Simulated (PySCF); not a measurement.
# GeH4S: electronic excitations at several levels of theory

How much do the electronic excitations of GeH4S (`[SH][GeH3]`) depend on the level of theory, and what does each level cost?

Computed with PySCF 2.14.0, with density-fitted response routines of our own, on a single molecule in the gas phase. Atoms are numbered from 0 throughout.

**1. Starting geometry**

6 atoms, charge 0, multiplicity 1; geometry from: GFN2-xTB. The atoms were then displaced at random by about 0.01 Å, so the start is not that level's minimum.

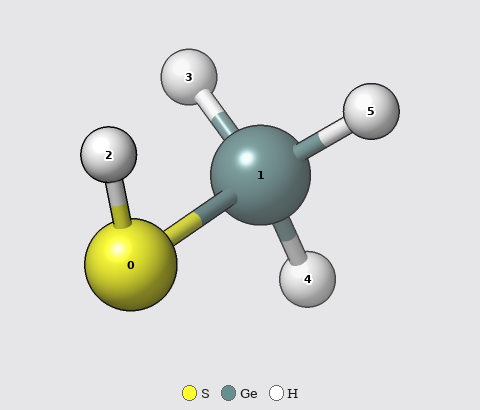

The starting geometry (sulfur yellow, germanium teal, hydrogen white), atoms numbered; sticks join atoms by distance.

**2. Geometry optimisation at PBE0-D3(BJ)/def2-SVP**

What the job is given:

```
{"job": {"xc": "PBE0", "basis": "def2-SVP", "d3": "d3bj", "grid": 1, "shake": 0.01, "kind": "geom"}, "charge": 0, "multiplicity": 1}
S      1.478990    -0.872190    -0.282920
Ge    -0.546060     0.013530    -0.027070
H      2.070280     0.212940     0.189180
H     -0.762510     0.339400     1.415970
H     -1.527070    -1.006180    -0.508780
H     -0.689470     1.282480    -0.831040
```

Launch:

```console
$ OMP_NUM_THREADS=1 python probes_run.py task.json out
```

The driver reads the jobs from task.json and runs them one after another.

Output:

```text
step   0  E = -2476.81877987  max force = 0.015905
step   1  E = -2476.82069357  max force = 0.004907
step   2  E = -2476.82092131  max force = 0.000343
step   3  E = -2476.82092747  max force = 0.000195
optimisation converged
```

Wall time 8.8 s (1 thread of Arm Neoverse N1, shared host); peak memory 0.31 GiB.

The steps of the relaxation:

```csv
step,energy from step 0 (eV),largest force component (eV/Å)
0,0.0000,0.8179
1,-0.0521,0.2523
2,-0.0583,0.0176
3,-0.0584,0.0100
```

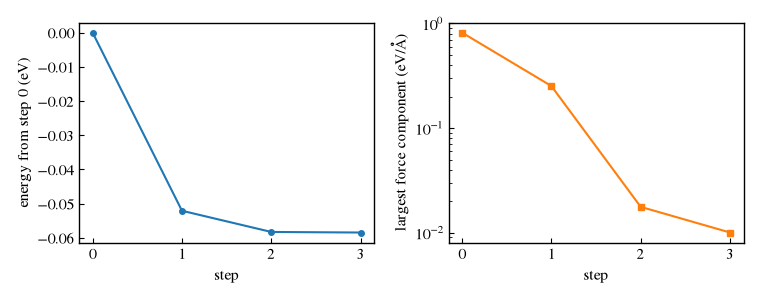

Energy and force, step by step.

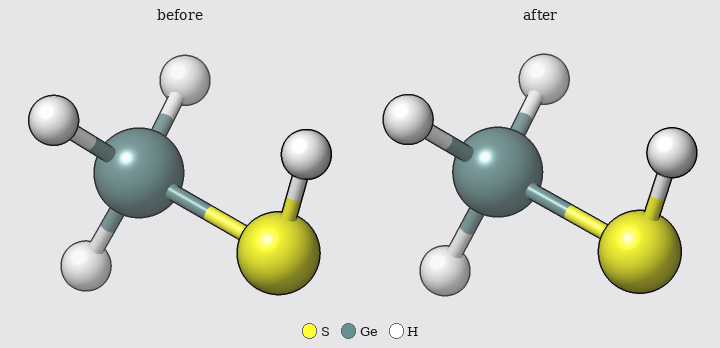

The geometry before (left) and after (right).

Distances of close pairs at the start and the end, largest changes first:

```csv
bond,before (Å),after (Å),change (Å)
Ge1–H3,1.495,1.539,+0.044
Ge1–H4,1.495,1.535,+0.040
Ge1–H5,1.509,1.539,+0.030
S0–H2,1.323,1.351,+0.028
S0–Ge1,2.225,2.231,+0.006
```

The next job starts from the end point, and lists it.

```csv
at the end point,value
point group (found at 0.08 Å tolerance),Cs
"rotational constants (GHz, main isotopes)","61.869, 4.169, 4.109"
dipole moment (D),1.39
```

**3. TDDFT and polarisability: PBE0/aug-cc-pVDZ**

What the job is given:

```
{"job": {"kind": "uv", "xc": "PBE0", "basis": "aug-cc-pVDZ"}, "charge": 0, "multiplicity": 1}
S      1.443236    -1.017681    -0.392483
Ge    -0.589939    -0.145668    -0.103498
H      2.089732     0.074574     0.069925
H     -0.837442     0.171859     1.381949
H     -1.559780    -1.232068    -0.587425
H     -0.756455     1.134272    -0.941925
```

Method: TDDFT PBE0/aug-cc-pVDZ, vertical, gas phase, core orbitals frozen in the response.

Output:

```text
coarse grid: 23624 points
cycle   1  E = -2477.1600572530  dE = -6.314e-01  |g| = 2.496e-01  |ddm| = 4.232e+00
cycle   2  E = -2477.1556589348  dE =  4.398e-03  |g| = 2.681e-01  |ddm| = 1.273e+00
cycle   3  E = -2477.1784680106  dE = -2.281e-02  |g| = 2.022e-02  |ddm| = 6.764e-01
cycle   4  E = -2477.1786130792  dE = -1.451e-04  |g| = 4.780e-03  |ddm| = 6.704e-02
cycle   5  E = -2477.1786207508  dE = -7.672e-06  |g| = 7.000e-04  |ddm| = 1.346e-02
final grid: 46272 points
cycle   6  E = -2477.1786251797  dE = -8.417e-08  |g| = 5.439e-04  |ddm| = 3.360e-03
cycle   7  E = -2477.1786251983  dE = -1.868e-08  |g| = 4.845e-04  |ddm| = 1.708e-03
cycle   8  E = -2477.1786252875  dE = -8.917e-08  |g| = 4.022e-05  |ddm| = 8.200e-04
cycle   9  E = -2477.1786252880  dE = -4.884e-10  |g| = 3.756e-06  |ddm| = 1.250e-04
converged SCF energy = -2477.1786252880

Static polarisability (au): isotropic 55.245, principal 49.593 49.659 66.483

Singlet excitations
state   eV       nm        f      main configurations
  1   5.5166    224.7   0.02190   H->L 0.94
  2   5.6608    219.0   0.01022   H->L+1 0.95
  3   6.7955    182.5   0.00002   H->L+2 0.73, H->L+4 0.10
  4   6.9303    178.9   0.00150   H->L+4 0.81, H->L+2 0.12
  5   7.1259    174.0   0.00093   H->L+3 0.62, H->L+5 0.25, H-1->L 0.10
  6   7.3526    168.6   0.00419   H->L+6 0.53, H->L+7 0.29, H->L+2 0.11
  7   7.3694    168.2   0.04206   H->L+5 0.67, H->L+3 0.30
  8   7.4945    165.4   0.01024   H->L+7 0.56, H->L+6 0.33
  9   7.6215    162.7   0.03644   H-1->L+1 0.90
 10   7.8779    157.4   0.22148   H-1->L 0.61, H-2->L 0.19

Triplet excitations (Tamm-Dancoff, eV): 5.0771 5.3351 6.4932 6.5845
```

Wall time 6.9 s (1 thread of Arm Neoverse N1, shared host); peak memory 0.43 GiB.

Frontier orbitals and where they lie:

```csv
orbital,eV,atoms
HOMO−3,-10.13,"Ge1 44 %, H3 23 %, H5 23 %"
HOMO−2,-9.85,"Ge1 41 %, H4 35 %, S0 11 %"
HOMO−1,-9.19,"S0 66 %, Ge1 19 %, H5 5 %"
HOMO,-7.32,"S0 80 %, Ge1 9 %, H2 5 %"
LUMO,-0.48,"Ge1 43 %, S0 24 %, H5 11 %"
LUMO+1,-0.38,"H2 32 %, Ge1 18 %, H5 13 %"
LUMO+2,0.60,"Ge1 61 %, S0 12 %, H2 10 %"
```

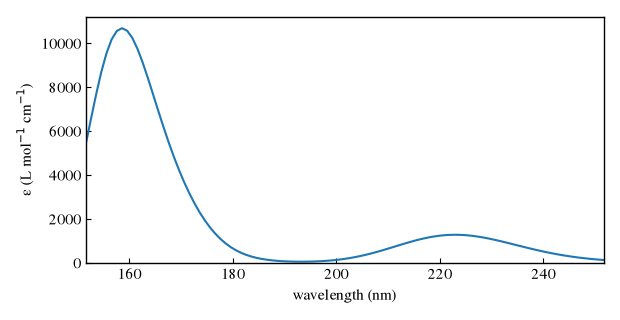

Absorption spectrum: each of the 10 states is a Gaussian band of 0.4 eV half-width at 1/e. Beyond the last state computed it falls off for lack of states.

Further results of this job:

```csv
property,computed
dipole moment (D),1.34
polarisability (Å³),8.19
HOMO–LUMO gap (eV),6.85
−ε(HOMO) (eV),7.32
```

**4. TDDFT and polarisability: PBE0/aug-cc-pVTZ**

Settings changed since step 3:

```diff
@@ -1,2 +1,2 @@
-{"job": {"kind": "uv", "xc": "PBE0", "basis": "aug-cc-pVDZ"}, "charge": 0, "multiplicity": 1}
+{"job": {"kind": "uv", "xc": "PBE0", "basis": "aug-cc-pVTZ"}, "charge": 0, "multiplicity": 1}
 S      1.443236    -1.017681    -0.392483
```

With the program's defaults for keys left out, this is: TDDFT PBE0/aug-cc-pVTZ, vertical, gas phase, core orbitals frozen in the response.

Output:

```text
coarse grid: 23624 points
cycle   1  E = -2477.2324883676  dE = -6.463e-01  |g| = 4.776e-01  |ddm| = 4.316e+00
cycle   2  E = -2477.2211467890  dE =  1.134e-02  |g| = 5.239e-01  |ddm| = 1.288e+00
cycle   3  E = -2477.2643132600  dE = -4.317e-02  |g| = 3.414e-02  |ddm| = 6.707e-01
cycle   4  E = -2477.2646312550  dE = -3.180e-04  |g| = 1.149e-02  |ddm| = 7.051e-02
cycle   5  E = -2477.2646752325  dE = -4.398e-05  |g| = 1.350e-03  |ddm| = 2.097e-02
cycle   6  E = -2477.2646757647  dE = -5.322e-07  |g| = 2.903e-04  |ddm| = 2.912e-03
final grid: 46272 points
cycle   7  E = -2477.2646694712  dE = -2.315e-08  |g| = 2.815e-04  |ddm| = 3.921e-03
cycle   8  E = -2477.2646694686  dE =  2.645e-09  |g| = 3.259e-04  |ddm| = 8.298e-04
cycle   9  E = -2477.2646694909  dE = -2.227e-08  |g| = 2.527e-05  |ddm| = 3.903e-04
cycle  10  E = -2477.2646694910  dE = -1.546e-10  |g| = 3.942e-06  |ddm| = 4.492e-05
converged SCF energy = -2477.2646694910

Static polarisability (au): isotropic 55.881, principal 50.226 50.305 67.112

Singlet excitations
state   eV       nm        f      main configurations
  1   5.5383    223.9   0.01894   H->L 0.92
  2   5.6807    218.3   0.01189   H->L+1 0.94
  3   6.7770    182.9   0.00000   H->L+2 0.66, H->L+6 0.18
  4   6.8970    179.8   0.00137   H->L+4 0.83, H->L+2 0.09
  5   7.0798    175.1   0.00147   H->L+5 0.63, H->L+3 0.23, H-1->L 0.09
  6   7.2348    171.4   0.00205   H->L+6 0.64, H->L+2 0.18
  7   7.2766    170.4   0.04538   H->L+3 0.71, H->L+5 0.26
  8   7.3978    167.6   0.01417   H->L+7 0.84
  9   7.5849    163.5   0.03190   H-1->L+1 0.93
 10   7.8352    158.2   0.22293   H-1->L 0.67, H-2->L 0.13

Triplet excitations (Tamm-Dancoff, eV): 5.0993 5.3321 6.4560 6.5374
```

It took 19 s on 1 thread of Arm Neoverse N1, shared host; peak memory 0.82 GiB.

Key values: HOMO -7.36 eV, LUMO -0.48 eV; lowest singlet 5.54 eV.

**5. Excited states and response: PBE0/def2-TZVPD**

Settings changed since step 4:

```diff
@@ -1,2 +1,2 @@
-{"job": {"kind": "uv", "xc": "PBE0", "basis": "aug-cc-pVTZ"}, "charge": 0, "multiplicity": 1}
+{"job": {"kind": "uv", "xc": "PBE0", "basis": "def2-TZVPD"}, "charge": 0, "multiplicity": 1}
 S      1.443236    -1.017681    -0.392483
```

Level: TDDFT PBE0/def2-TZVPD, vertical, gas phase, core orbitals frozen in the response.

Output:

```text
coarse grid: 23624 points
cycle   1  E = -2477.1796686853  dE = -6.504e-01  |g| = 6.579e-01  |ddm| = 1.865e+00
cycle   2  E = -2477.1579811085  dE =  2.169e-02  |g| = 7.972e-01  |ddm| = 8.421e-01
cycle   3  E = -2477.2205925773  dE = -6.261e-02  |g| = 2.957e-02  |ddm| = 4.838e-01
cycle   4  E = -2477.2207517149  dE = -1.591e-04  |g| = 1.245e-02  |ddm| = 3.474e-02
cycle   5  E = -2477.2208012173  dE = -4.950e-05  |g| = 2.216e-03  |ddm| = 1.361e-02
cycle   6  E = -2477.2208027405  dE = -1.523e-06  |g| = 2.699e-04  |ddm| = 2.100e-03
final grid: 46272 points
cycle   7  E = -2477.2208228553  dE = -1.748e-08  |g| = 2.487e-04  |ddm| = 1.543e-03
cycle   8  E = -2477.2208228553  dE = -1.637e-11  |g| = 2.807e-04  |ddm| = 3.729e-04
cycle   9  E = -2477.2208228709  dE = -1.552e-08  |g| = 3.247e-05  |ddm| = 1.880e-04
cycle  10  E = -2477.2208228710  dE = -1.610e-10  |g| = 3.816e-06  |ddm| = 2.615e-05
converged SCF energy = -2477.2208228710

Static polarisability (au): isotropic 55.708, principal 50.139 50.168 66.815

Singlet excitations
state   eV       nm        f      main configurations
  1   5.5523    223.3   0.01573   H->L 0.88
  2   5.7907    214.1   0.01380   H->L+1 0.88, H->L 0.09
  3   6.9401    178.6   0.00036   H->L+2 0.48, H->L+3 0.41
  4   7.0122    176.8   0.00009   H->L+3 0.55, H->L+2 0.40
  5   7.1794    172.7   0.00217   H->L+4 0.86, H-1->L 0.10
  6   7.4956    165.4   0.00071   H->L+7 0.67, H->L+5 0.23
  7   7.5422    164.4   0.01831   H->L+5 0.74, H->L+7 0.22
  8   7.5890    163.4   0.14151   H->L+6 0.85, H-1->L 0.09
  9   7.7275    160.4   0.00965   H-1->L+1 0.82, H->L+6 0.08
 10   7.9696    155.6   0.15761   H-1->L 0.47, H-2->L 0.23, H->L+4 0.10

Triplet excitations (Tamm-Dancoff, eV): 5.0965 5.3742 6.5291 6.6012
```

It took 10 s on 1 thread of Arm Neoverse N1, shared host; peak memory 0.57 GiB.

Key values: HOMO -7.35 eV, LUMO -0.36 eV; lowest singlet 5.55 eV.

**6. Run by run: electronic excitations**

Excitations and ground-state properties, with basis size and wall time:

```csv
run,lowest singlet (eV),brightest (eV),f,gap (eV),α (Å³),μ (D),functions,time
PBE0/aug-cc-pVDZ,5.52,7.88,0.221,6.85,8.19,1.34,99,6.9 s
PBE0/aug-cc-pVTZ,5.54,7.84,0.223,6.88,8.28,1.30,201,19 s
PBE0/def2-TZVPD,5.55,7.97,0.158,6.99,8.26,1.29,136,10 s
```

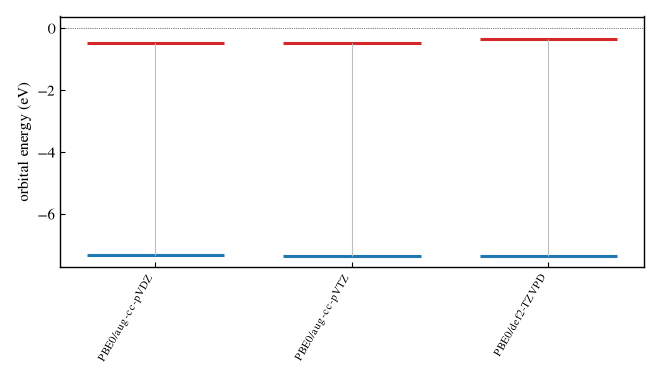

HOMO (blue) and LUMO (red) run by run.

**7. Results**

| quantity | value |
| --- | --- |
| point group | Cs |
| rotational constants (main isotopes) | 61.87, 4.17, 4.11 GHz |
| lowest singlet (PBE0/aug-cc-pVDZ) | 5.52 eV (225 nm), f = 0.022 |
| brightest single state of those computed | state 10, 7.88 eV, f = 0.221 |
| lowest triplet | 5.08 eV |
| range of the lowest singlet | 5.52 to 5.55 eV |

Single values in the summary come from the first run of each kind that ended normally (PBE0/aug-cc-pVDZ), which need not be the best level. The optimisation took 3 steps and gained 0.058 eV; among the close pairs (by a distance rule), Ge1–H3 changed most, from 1.495 to 1.539 Å. The lowest singlet, at 5.52 eV, is HOMO→LUMO 0.94 and is weak; of the 10 states computed, the strongest absorption comes from state 10 at 7.88 eV (the last computed, so partners may be missing). The lowest triplet lies 0.44 eV below the lowest singlet (triplets in Tamm-Dancoff, singlets in full TDDFT). States above −ε(HOMO) lie where TDDFT describes them poorly and they hang on the basis; the brightest is among them. The lowest singlet runs from 5.52 eV (PBE0/aug-cc-pVDZ) to 5.55 eV (PBE0/def2-TZVPD), while the orbital gap spans 6.85 to 6.99 eV. The lowest state need not be the same one in every run.
